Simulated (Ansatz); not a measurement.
**Cu (Copper, Fm-3m): thermal expansion from first principles**

How much does Cu (Copper) expand with temperature?

Experimental results on record:
- heat capacity C_P per formula unit 24.5 J/mol/K near room temperature (given in “High-Throughput Prediction of Finite-Temperature Properties using the Quasi-Harmonic Approximation”, 2016, arXiv:1603.06924)

Method: DFT r2SCAN, scalar-relativistic, plane waves, PAW, in Ansatz 0.2.0.

**1. Starting point**

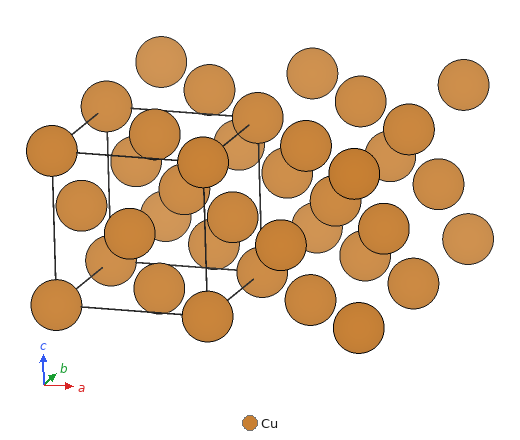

Start, viewed slightly off an axis; copper orange. 2×2×1 cells are drawn. This picture shows the conventional cell, with its axes. Some periodic images of atoms are drawn too.

**2. Probe on a coarse mesh**

A cheap single point shows whether the cell is a metal or an insulator and how far it is from rest; that sets the k-mesh and the occupations of what follows.

Input file input.yaml:

```yaml
crystal:
  lattice:
    - [0.0, 1.8075, 1.8075]
    - [1.8075, 0.0, 1.8075]
    - [1.8075, 1.8075, 0.0]
  atoms:
    - { symbol: Cu, position: [0.0, 0.0, 0.0] }
kpoints:
  mp_grid: { grid: [8, 8, 8] }
hamiltonian:
  xc: r2scan
scf:
  occupations: { method: gaussian, width: 0.1 }
  lower_state_search: "off"
output:
  forces: true
  stress: true
  eigenvalues: true
```

The run is started by

```sh
$ ansatz run input.yaml --threads 8 --pin off --max-ram 16384MiB --backend cpu --events-out ev --progress --plain --runs-dir out
```

Numbers of over 12 decimals in the logs are rounded to 6 here.

The program printed:

```text
Engine: ansatz 0.2.0, x86_64-unknown-linux-gnu
Pseudopotentials: kind: paw
Pseudopotential: Cu, paw, valence charge 19, recommended cutoff 500 eV (meta_gga), Cu.paw.azcp
Functional definition: r2SCAN
  parameter k0 = 0.174
  parameter k1 = 0.065
  parameter a1 = 4.9479
  exchange = r2scan_x(k0 = k0, k1 = k1, a1 = a1)
  correlation = r2scan_c
Crystal: 1 atoms, lattice volume = 11.810 Å³
Basis set: ecut = 500 eV, 307 PW (Γ), exchange–correlation on 80×80×80 points (64 copies of the dense FFT grid, shifted against one another)
Bands: 14, of which v1, the nominal top of the filled ones, is band 10 counted from 1 (9 counted from 0)
Symmetry: 48 space group operations
Space group: Fm-3m (ITA 225), of the structure as read, at distance tolerance 2.3e-5 Å
k-points: 29 of 512
Non-local potential: Cu, projectors of the file, l = 0: 3, l = 1: 2, l = 2: 3, l = 3: 1
PAW form: soft (Blöchl's): semilocal exchange-correlation on the pseudo side does not see the compensation charge
PAW frozen core: Cu, regenerated for the run's functional (the file was generated under x = pbe(κ = 0.804, μ = 0.219515), c = pbe(β = 0.066725))
PAW one-centre angular grid: Cu, 590 points (default); XC on 160 Gauss nodes
Initial density: superposition of atomic densities (neutral atoms: chi_scale 0, normalization atom), corrected by the library's trained network
Initial wavefunctions: pseudopotential atomic-orbital guess
Functional: x = r2scan, c = r2scan; τ floored in thin density (d = 2e-4 eV/Å³)
SCF iter   1: F=-6631.125813 eV  HF=-6631.220802 eV  |F-HF|=9.50e-2  |Δ(HF+E_count)|=         —  Δρ=4.16e-2  dr2=1.13e-1  dr2_τ=8.56e-4  ethr=1.77e-3  ⟨swp⟩=5.1  Hψ=2114  notcnv=0
preconditioner: auto → none  [insulator: Δε(μ)=0.339 eV  Ē_g=18.001 eV  σ=0.100 eV  W_gap=0.85  n_scr=0 (ndim 8)  ℏωp=35.8 eV  f_vac=0.000  D(μ)=0.61/eV (n_scr^D=8)  ε∞_Penn≈5.0]
SCF iter   2: F=-6631.072840 eV  HF=-6631.234626 eV  |F-HF|=1.62e-1  |Δ(HF+E_count)|=   1.38e-2  Δρ=4.23e-2  dr2=1.14e-1  dr2_τ=1.20e-3  ethr=5.93e-4  ⟨swp⟩=2.5  Hψ=1061  notcnv=0  defer=10
SCF iter   3: F=-6631.200113 eV  HF=-6631.200242 eV  |F-HF|=1.29e-4  |Δ(HF+E_count)|=   3.44e-2  Δρ=3.01e-3  dr2=6.40e-4  dr2_τ=4.65e-6  ethr=5.93e-4  ⟨swp⟩=2.3  Hψ=837  notcnv=0  defer=10
SCF iter   4: F=-6631.200110 eV  HF=-6631.200168 eV  |F-HF|=5.78e-5  |Δ(HF+E_count)|=   7.39e-5  Δρ=1.09e-3  dr2=9.54e-5  dr2_τ=1.37e-6  ethr=3.37e-6  ⟨swp⟩=2.2  Hψ=692  notcnv=0  defer=10
SCF iter   5: F=-6631.200170 eV  HF=-6631.200168 eV  |F-HF|=2.23e-6  |Δ(HF+E_count)|=   2.59e-7  Δρ=1.77e-4  dr2=3.18e-6  dr2_τ=2.71e-8  ethr=5.02e-7  ⟨swp⟩=1.9  Hψ=494  notcnv=0  defer=10
SCF iter   6: F=-6631.200171 eV  HF=-6631.200171 eV  |F-HF|=5.34e-8  |Δ(HF+E_count)|=   3.59e-6  Δρ=2.69e-5  dr2=5.42e-8  dr2_τ=7.53e-10  ethr=5.26e-10  ⟨swp⟩=4.6  Hψ=1923  notcnv=0
SCF 1 converged in 6 iterations: F = -6631.200171 eV  dr2 = 5.42e-8
  greatest PAW one-centre occupation: 1.000 electrons in one spin orbital (limit 2), on the Cu atom at site 0 (counted from 0), in its partial waves of l = 0
SCF converged after 6 iterations
Free energy (F): -6631.200171 eV
Harris-Foulkes:  -6631.200171 eV  (|F-HF|=5.34e-8)
Internal energy: -6631.197029 eV  (E = F + TS)
E sigma→0 (E₀):  -6631.198600 eV
Entropy (-TS):   -0.003143 eV (-3.143 meV/atom)
Fermi energy:    16.490726 eV
--- Per-component energies (eV) ---
  E_band       = -385.936460
  E_kinetic    = 299.669334
  E_local      = -4061.416861  (includes V_loc(G=0)·N_el)
  E_nonlocal   = 395.802896
  E_hartree    = 1793.702767
  E_xc         = -83.626685
  E_vxc        = -124.404936  (∫ρ·V_xc dr)
  E_paw        = -1678.573812  (= ΣΔE_a)
  E_vpaw       = -491.964183  (= ΣTr[D̂ρ^β])
  E_aug_tail   = 0.000137  (compensation charges beyond the density's cutoff)
  E_vtau       = 8.952189  (kinetic-family band-sum trace: ∫τ·v_τ [+ j·A + Jᵃ·Aᵃ] dr)
  E_ewald      = -3296.453696
  E_core_change = -0.301108  (= ΣΔE_core)
  E_smearing   = -0.003143  (= −TS)
  E_closure    = 0.000000  (closes the sum)
  Σ components = -6631.200171   (vs F -6631.200171, Δ=0.00e0)
--- Forces (eV/Å), atoms counted from 1 ---
  atom   1  Cu    -0.00000000     0.00000000     0.00000000
  max |Σ_I F_I| component: 1.31e-31 eV/Å
--- Stress (GPa, compression-positive) ---
       -3.944024       0.000000       0.000000
        0.000000      -3.944024      -0.000000
        0.000000      -0.000000      -3.944024
  P = ⅓ Tr σ = -3.9440 GPa (-39.440 kbar)
--- Band table (eV; the first three rows and the last of 29) ---
  k-point 0: bands = [... 6 lower, 13.4639, 13.4639, 14.2859, 14.2859, 39.9461, 42.7880, 42.7880, 42.7880]
  k-point 1: bands = [... 6 lower, 13.5594, 13.5594, 14.2565, 14.2565, 36.0752, 40.6467, 41.5148, 41.5148]
  k-point 2: bands = [... 6 lower, 13.6170, 13.6170, 14.3773, 14.3773, 29.5030, 39.8700, 40.2502, 40.2502]
  k-point 28: bands = [... 6 lower, 12.9195, 14.2434, 15.0378, 23.0051, 23.0051, 25.1312, 25.8845, 45.8560]
```

It took 0.58 s on 8 threads of Intel Xeon at 2.70GHz, shared host; peak memory 0.34 GiB; 1.7 s of CPU time.

Reading the cycles: dr2 is the Hartree energy of the density residual (eV), the measure of convergence; HF is the Harris–Foulkes estimate of the energy, which meets the free energy F at convergence.

Numbers from this step:

```yaml
pressure: -3.944 GPa
volume_per_atom: 11.81 Å³/atom
gap_on_the_k_mesh: 0 eV
```

The start is under -3.9 GPa at this level and looks like a metal on this mesh.

**3. Finding the static equilibrium**

The vibrations must be taken about the equilibrium of this functional, not about the starting cell, so the structure is relaxed.

input.yaml, the sections that differ from step 2:

```yaml
kpoints:
  mp_grid: { grid: [20, 20, 20] }
relax:
  adjacent_minimum: "off"
  f_tol: 0.005
  max_steps: 80
  cell: { stress_tol: 0.05 }
# crystal, hamiltonian, scf, output: as in step 2
```

The program printed:

```text
[...]
Crystal: 1 atoms, lattice volume = 11.810 Å³
Basis set: ecut = 500 eV, 307 PW (Γ), exchange–correlation on 80×80×80 points (64 copies of the dense FFT grid, shifted against one another)
Bands: 14, of which v1, the nominal top of the filled ones, is band 10 counted from 1 (9 counted from 0)
Symmetry: 48 space group operations
[...]
k-points: 256 of 8000
[...]
SCF iter   1: F=-6631.163210 eV  HF=-6631.253019 eV  |F-HF|=8.98e-2  |Δ(HF+E_count)|=         —  Δρ=4.06e-2  dr2=1.07e-1  dr2_τ=8.42e-4  ethr=1.77e-3  ⟨swp⟩=5.2  Hψ=18803  notcnv=0
[...]
SCF iter   6: F=-6631.233697 eV  HF=-6631.233697 eV  |F-HF|=4.35e-8  |Δ(HF+E_count)|=   3.52e-6  Δρ=2.52e-5  dr2=4.53e-8  dr2_τ=6.30e-10  ethr=5.26e-10  ⟨swp⟩=4.8  Hψ=17167  notcnv=0
SCF 1 converged in 6 iterations: F = -6631.233697 eV  dr2 = 4.53e-8
[...]
relax step   1: F+E_penalty+E_count = -6631.23369724 eV  Δ(F+E_penalty+E_count) = +0.000e0 eV  max|allowed force component| = 0.000e0 eV/Å  Δτ_max = 0.0000 Å  P = -4.803 GPa  Ω = 11.810 Å³  (6 SCF iters, dr2 threshold 1.00e-7 eV, accepted)
Crystal: 1 atoms, lattice volume = 11.617 Å³
Basis set: ecut = 500 eV, 283 PW (Γ), exchange–correlation on 80×80×80 points (64 copies of the dense FFT grid, shifted against one another)
[...]
iter 1 solved again at ethr=2.40e-5 eV; its pass at ethr=3.10e-3 eV (dr2=4.55e-3 eV) is discarded
[...]
SCF iter   7: F=-6631.238181 eV  HF=-6631.238181 eV  |F-HF|=6.24e-9  |Δ(HF+E_count)|=   1.69e-7  Δρ=1.10e-5  dr2=8.04e-9  dr2_τ=4.38e-11  ethr=5.26e-10  ⟨swp⟩=2.8  Hψ=12694  notcnv=0
SCF 2 converged in 7 iterations: F = -6631.238181 eV  dr2 = 8.04e-9
relax step   2: F+E_penalty+E_count = -6631.23818085 eV  Δ(F+E_penalty+E_count) = -4.484e-3 eV  max|allowed force component| = 0.000e0 eV/Å  Δτ_max = 0.0000 Å  P = -2.406 GPa  Ω = 11.617 Å³  energy of the carried Pulay correction = +1.019e-4 eV  (7 SCF iters, dr2 threshold 1.00e-7 eV, accepted)
Crystal: 1 atoms, lattice volume = 11.429 Å³
[...]
SCF iter   7: F=-6631.239621 eV  HF=-6631.239621 eV  |F-HF|=3.97e-9  |Δ(HF+E_count)|=   1.72e-7  Δρ=9.01e-6  dr2=5.37e-9  dr2_τ=4.11e-11  ethr=5.26e-10  ⟨swp⟩=2.8  Hψ=12792  notcnv=0
SCF 3 converged in 7 iterations: F = -6631.239621 eV  dr2 = 5.37e-9
relax step   3: F+E_penalty+E_count = -6631.23962091 eV  Δ(F+E_penalty+E_count) = -1.440e-3 eV  max|allowed force component| = 0.000e0 eV/Å  Δτ_max = 0.0000 Å  P = +0.168 GPa  Ω = 11.429 Å³  energy of the carried Pulay correction = +2.026e-4 eV  (7 SCF iters, dr2 threshold 1.00e-7 eV, accepted)
[...]
relax step   4: F+E_penalty+E_count = -6631.23962050 eV  Δ(F+E_penalty+E_count) = +4.053e-7 eV  max|allowed force component| = 0.000e0 eV/Å  Δτ_max = 0.0000 Å  P = -0.005 GPa  Ω = 11.441 Å³  energy of the carried Pulay correction = +1.961e-4 eV  (4 SCF iters, dr2 threshold 7.07e-8 eV, accepted)
[...]
SCF iter   5: F=-6631.239455 eV  HF=-6631.239455 eV  |F-HF|=2.73e-11  |Δ(HF+E_count)|=  5.36e-10  Δρ=4.29e-7  dr2=6.38e-12  dr2_τ=1.74e-12  ethr=1.00e-12  ⟨swp⟩=3.9  Hψ=16270  notcnv=0
SCF 5 converged in 5 iterations: F = -6631.239455 eV  dr2 = 6.38e-12
relax step   5: F+E_penalty+E_count = -6631.23945512 eV  Δ(F+E_penalty+E_count) = +1.654e-4 eV  max|allowed force component| = 0.000e0 eV/Å  Δτ_max = 0.0000 Å  P = -0.030 GPa  Ω = 11.441 Å³  stress off target by 3.05e-2 GPa  SCF on the basis re-selected at this cell (its energy is not comparable with the rows above)  (5 SCF iters)
basis re-selected at this cell: Δ(F+E_penalty+E_count) = +1.654e-4 eV, ΔP = -0.026 GPa vs the last step (what re-selecting the basis moved, of the pressure what is left beyond the Pulay correction that the steps carried, after the strain that the cell walked since its last selection, with what the two solves' SCF thresholds leave and, on support functions, any second-order correction that the steps lacked; it is no measure of the basis error at this ecutwfc). This SCF's stress stands 3.05e-2 GPa from its target on what of the cell is left free (relax.cell.stress_tol is 5.00e-2 GPa) and its largest allowed force component is 0.00e0 eV/Å (relax.f_tol is 5.00e-3 eV/Å): [rest of the remark cut]
SCF converged after 5 iterations
Free energy (F): -6631.239455 eV
[...]
Internal energy: -6631.238243 eV  (E = F + TS)
E sigma→0 (E₀):  -6631.238849 eV
Entropy (-TS):   -0.001213 eV (-1.213 meV/atom)
Fermi energy:    17.224743 eV
[...]
--- Stress (GPa, compression-positive) ---
       -0.030470       0.000000       0.000000
        0.000000      -0.030470       0.000000
        0.000000       0.000000      -0.030470
  P = ⅓ Tr σ = -0.0305 GPa (-0.305 kbar)
--- Band table (eV; the first three rows and the last of 256) ---
  k-point 0: bands = [... 6 lower, 14.0431, 14.0431, 14.9067, 14.9067, 40.9014, 43.9955, 43.9955, 43.9955]
  k-point 1: bands = [... 6 lower, 14.0619, 14.0619, 14.8991, 14.8991, 40.4261, 42.6498, 43.6645, 43.6645]
  k-point 2: bands = [... 6 lower, 14.1120, 14.1120, 14.8821, 14.8821, 38.4300, 41.8350, 43.0328, 43.0328]
  k-point 255: bands = [... 6 lower, 13.4690, 14.8608, 15.6956, 23.8195, 23.8195, 25.9781, 26.8807, 47.0444]
--- Relaxed structure (4 steps of the walk, 4 accepted, 1 SCFs on fresh bases) ---
  F+E_penalty+E_count = -6631.23945512 eV   max|allowed force component| = 0.000e0 eV/Å   (the final SCF, on the basis selected at the relaxed cell)
  cell:  # Å, volume = 11.4407 Å³
    - [0, 1.788440, 1.788440]
    - [1.788440, 0, 1.788440]
    - [1.788440, 1.788440, 0]
  atoms:
    - { symbol: Cu, position: [0.0, 0.0, 0.0] }
```

Elapsed: 5.3 s, on 8 threads; peak memory 0.43 GiB; 28 s of CPU time.

Relaxation path:

```tsv
step	energy less that of the first step (eV)	largest force component (eV/Å)	pressure (GPa)	volume (Å³)
1	0.0000	0.0000	-4.80	11.81
2	-0.0045	0.0000	-2.41	11.62
3	-0.0059	0.0000	0.17	11.43
4	-0.0059	0.0000	0.00	11.44
5*	-0.0058	0.0000	-0.03	11.44
```

Relaxation steps marked * repeat the geometry before them on a plane-wave basis chosen anew for their cell, so energy and pressure can jump there.

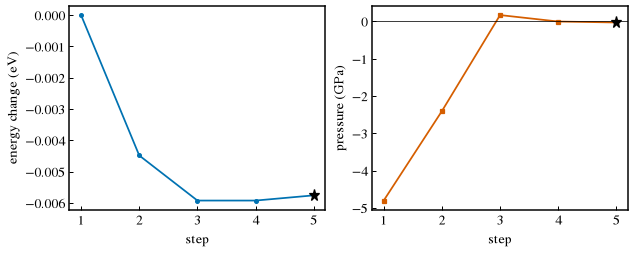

Energy and pressure along the relaxation. Stars mark steps on a basis chosen anew.

```tsv
conventional cell, symmetrised	before	after	change
a (Å)	3.615	3.577	-1.1 %
b (Å)	3.615	3.577	-1.1 %
c (Å)	3.615	3.577	-1.1 %
volume (Å³/atom)	11.81	11.44	-3.1 %
```

Final coordinates:

```xyz
1
Lattice="0.0000 1.7884 1.7884 1.7884 0.0000 1.7884 1.7884 1.7884 0.0000" Properties=species:S:1:pos:R:3 pbc="T T T"
Cu    0.0000    0.0000    0.0000
```

This step gave:

```
pressure        : -0.03047 GPa
volume per atom : 11.44 Å³/atom
```

The relaxation ends with a pressure of -0.03 GPa.

**4. Tight relaxation**

The thresholds are tightened for a last relaxation ahead of the phonons, and where mesh or smearing change with them the cell follows.

Input file input.yaml:

```yaml
crystal:
  lattice:
    - [0.0, 1.7884399128, 1.7884399128]
    - [1.7884399128, 0.0, 1.7884399128]
    - [1.7884399128, 1.7884399128, 0.0]
  atoms:
    - { symbol: Cu, position: [0.0, 0.0, 0.0] }
kpoints:
  mp_grid: { grid: [20, 20, 20] }
hamiltonian:
  xc: r2scan
scf:
  occupations: { method: methfessel_paxton, width: 0.2 }
  lower_state_search: "off"
output:
  forces: true
  stress: true
  eigenvalues: true
  write_density: true
  write_potential: true
  elf: true
  volumetric_format: npy
relax:
  adjacent_minimum: "off"
  f_tol: 0.001
  max_steps: 60
  cell: { stress_tol: 0.01 }
```

The program printed:

```text
[...]
Crystal: 1 atoms, lattice volume = 11.441 Å³
Basis set: ecut = 500 eV, 283 PW (Γ), exchange–correlation on 80×80×80 points (64 copies of the dense FFT grid, shifted against one another)
Bands: 14, of which v1, the nominal top of the filled ones, is band 10 counted from 1 (9 counted from 0)
Symmetry: 48 space group operations
[...]
k-points: 256 of 8000
[...]
SCF iter   1: F=—  HF=-6631.257372 eV  |F-HF|=—  |Δ(HF+E_count)|=         —  Δρ=4.07e-2  dr2=1.03e-1  dr2_τ=7.56e-4  ethr=1.77e-3  ⟨swp⟩=4.8  Hψ=17361  notcnv=0
[...]
SCF iter   7: F=-6631.238671 eV  HF=-6631.238671 eV  |F-HF|=8.28e-11  |Δ(HF+E_count)|=   2.30e-8  S|Δr|=    0.00e0  Δρ=1.33e-6  dr2=5.88e-11  dr2_τ=7.33e-12  ethr=5.26e-10  ⟨swp⟩=9.3  Hψ=22620  notcnv=0
SCF 1 converged in 7 iterations: F = -6631.238671 eV  dr2 = 5.88e-11
[...]
relax step   1: F+E_penalty+E_count = -6631.23867096 eV  Δ(F+E_penalty+E_count) = +0.000e0 eV  max|allowed force component| = 0.000e0 eV/Å  Δτ_max = 0.0000 Å  P = -0.030 GPa  Ω = 11.441 Å³  (7 SCF iters, dr2 threshold 1.00e-7 eV, accepted)
Crystal: 1 atoms, lattice volume = 11.440 Å³
[...]
SCF iter   3: F=-6631.238672 eV  HF=-6631.238672 eV  |F-HF|=1.56e-9  |Δ(HF+E_count)|=   5.95e-8  S|Δr|=    0.00e0  Δρ=4.41e-6  dr2=7.11e-10  dr2_τ=7.03e-12  ethr=1.22e-11  ⟨swp⟩=5.4  Hψ=19345  notcnv=0
SCF 2 converged in 3 iterations: F = -6631.238672 eV  dr2 = 7.11e-10
relax step   2: F+E_penalty+E_count = -6631.23867166 eV  Δ(F+E_penalty+E_count) = -6.993e-7 eV  max|allowed force component| = 0.000e0 eV/Å  Δτ_max = 0.0000 Å  P = -0.015 GPa  Ω = 11.440 Å³  energy of the carried Pulay correction = +5.510e-7 eV  (3 SCF iters, dr2 threshold 2.31e-9 eV, accepted)
Crystal: 1 atoms, lattice volume = 11.439 Å³
[...]
SCF iter   4: F=-6631.238672 eV  HF=-6631.238672 eV  |F-HF|=1.73e-10  |Δ(HF+E_count)|=  2.54e-10  S|Δr|=    0.00e0  Δρ=1.16e-6  dr2=1.05e-10  dr2_τ=2.49e-12  ethr=3.09e-12  ⟨swp⟩=6.0  Hψ=15822  notcnv=0
SCF 3 converged in 4 iterations: F = -6631.238672 eV  dr2 = 1.05e-10
relax step   3: F+E_penalty+E_count = -6631.23867227 eV  Δ(F+E_penalty+E_count) = -6.129e-7 eV  max|allowed force component| = 0.000e0 eV/Å  Δτ_max = 0.0000 Å  P = -0.000 GPa  Ω = 11.439 Å³  energy of the carried Pulay correction = +1.111e-6 eV  (4 SCF iters, dr2 threshold 5.88e-10 eV, accepted)
[...]
SCF iter   6: F=-6631.238670 eV  HF=-6631.238670 eV  |F-HF|=9.09e-13  |Δ(HF+E_count)|=  9.09e-13  S|Δr|=    0.00e0  Δρ=5.86e-8  dr2=1.54e-13  dr2_τ=1.88e-15  ethr=1.00e-12  ⟨swp⟩=2.9  Hψ=13141  notcnv=0
SCF 4 converged in 6 iterations: F = -6631.238670 eV  dr2 = 1.54e-13
relax step   4: F+E_penalty+E_count = -6631.23866962 eV  Δ(F+E_penalty+E_count) = +2.650e-6 eV  max|allowed force component| = 0.000e0 eV/Å  Δτ_max = 0.0000 Å  P = -0.000 GPa  Ω = 11.439 Å³  stress off target by 3.11e-4 GPa  SCF on the basis re-selected at this cell (its energy is not comparable with the rows above)  (6 SCF iters)
[...]
SCF converged after 6 iterations
Stability not checked: this state was not tested for a lower state beside it, because cold or Methfessel-Paxton smearing, or corrected tetrahedra, fill the levels in a way that the test cannot read (fill_not_monotonic; see scf.lower_state_search)
Free energy (F): -6631.238670 eV
[...]
Internal energy: -6631.238906 eV  (E = F + TS)
E sigma→0 (E₀):  -6631.238729 eV
Entropy (-TS):   0.000237 eV (0.237 meV/atom)
Fermi energy:    17.224448 eV
[...]
--- Stress (GPa, compression-positive) ---
       -0.000311       0.000000       0.000000
        0.000000      -0.000311      -0.000000
        0.000000      -0.000000      -0.000311
  P = ⅓ Tr σ = -0.0003 GPa (-0.003 kbar)
--- Band table (eV; the first three rows and the last of 256) ---
  k-point 0: bands = [... 6 lower, 14.0471, 14.0471, 14.9110, 14.9110, 40.9070, 44.0026, 44.0026, 44.0026]
  k-point 1: bands = [... 6 lower, 14.0659, 14.0659, 14.9034, 14.9034, 40.4320, 42.6566, 43.6716, 43.6716]
  k-point 2: bands = [... 6 lower, 14.1161, 14.1161, 14.8864, 14.8864, 38.4362, 41.8412, 43.0399, 43.0399]
  k-point 255: bands = [... 6 lower, 13.4728, 14.8650, 15.7002, 23.8245, 23.8245, 25.9833, 26.8867, 47.0514]
--- Relaxed structure (3 steps of the walk, 3 accepted, 1 SCFs on fresh bases) ---
[...]
cell:  # Å, volume = 11.4386 Å³
    - [0, 1.788330, 1.788330]
    - [1.788330, 0, 1.788330]
    - [1.788330, 1.788330, 0]
  atoms:
    - { symbol: Cu, position: [0.0, 0.0, 0.0] }
```

Run time: 4.2 s. Hardware: 8 threads; peak memory 0.45 GiB; 21 s of CPU time.

Little changed from the start: no atom moved by 0.005 Å and no cell edge by 0.1 %.

This step gave:

| Quantity | Value |
| --- | --- |
| pressure | -3.11e-4 GPa |

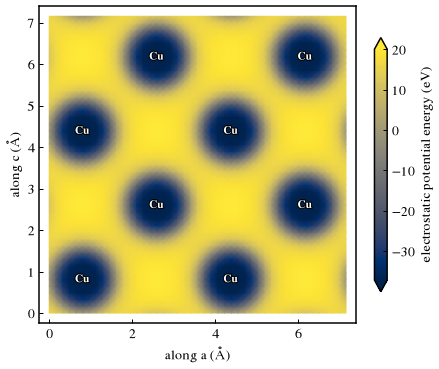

Electrostatic potential energy in the ac plane of the conventional cell at fractional y = 0.000, with atoms of Cu within 0.2 Å of it. With pseudopotentials it is smooth inside the atoms' cores, unlike the true potential. The map starts off the cell's origin, so that atoms lie inside it.

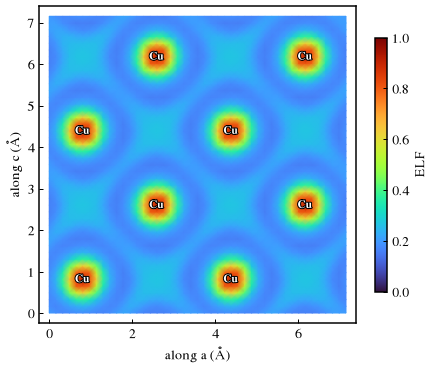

ELF in the ac plane of the conventional cell at fractional y = 0.000, with atoms of Cu within 0.2 Å of it. It is the smooth field of the valence electrons, not physical close to the nuclei. The map starts off the cell's origin, so that atoms lie inside it.

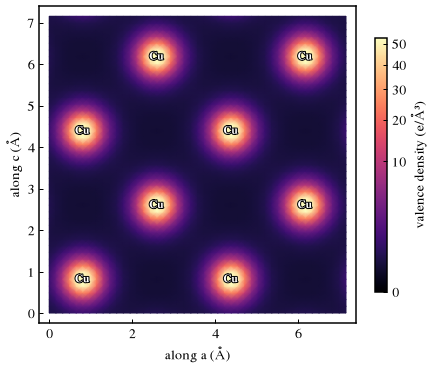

Valence density in the ac plane of the conventional cell at fractional y = 0.000, with atoms of Cu within 0.2 Å of it. It is the smooth field of the valence electrons, not physical close to the nuclei. The map starts off the cell's origin, so that atoms lie inside it. The colour scale is stretched toward low values.

The residual pressure is -3.1e-4 GPa, small enough for phonons.

[end of part 1 of 2]

[Logs are printed without paths, hosts, clocks, repeated set-up lines and the standing remarks that a program may print on its own settings, such as how far it seeks lower states.]

[Hosts, paths, dates, database ids (printed as entryN), source tags and the programs' standing remarks are cut or masked in the printed files.]

[A step with changed settings may run another functional than the one named; its input shows which.]
